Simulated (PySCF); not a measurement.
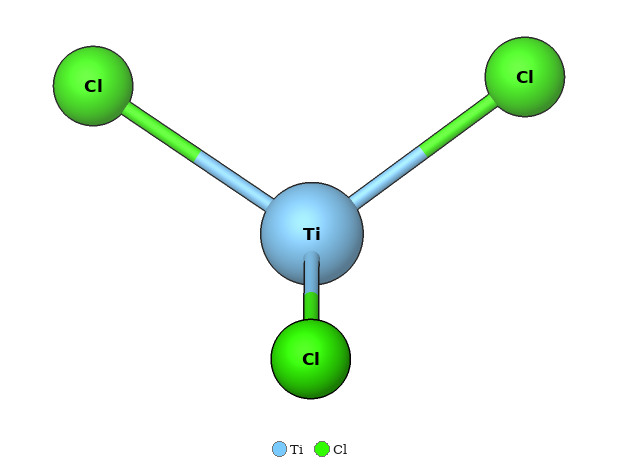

The species has charge +1 and is a spin singlet. The computed structure is the end point of a PBE/def2-SVP optimisation.

Question: Describe the coordination sphere.

Answer: Ti binds 3 atoms: 3 Cl at 2.12 Å. The arrangement is trigonal pyramidal.

Question: Give the formal oxidation state and the d-electron count.

Answer: Ti(IV), d⁰, counting the ligands as closed-shell ions or neutral donors.

Question: How many electrons does a Mulliken analysis (PBE/def2-SVP) put in the metal's d functions?

Answer: 2.50, against the formal 0. Covalent donation from the ligands raises it.

Mulliken values depend strongly on the basis set and can even reverse the polarity of a bond. The search tried a few shapes and spins; others may lie lower.
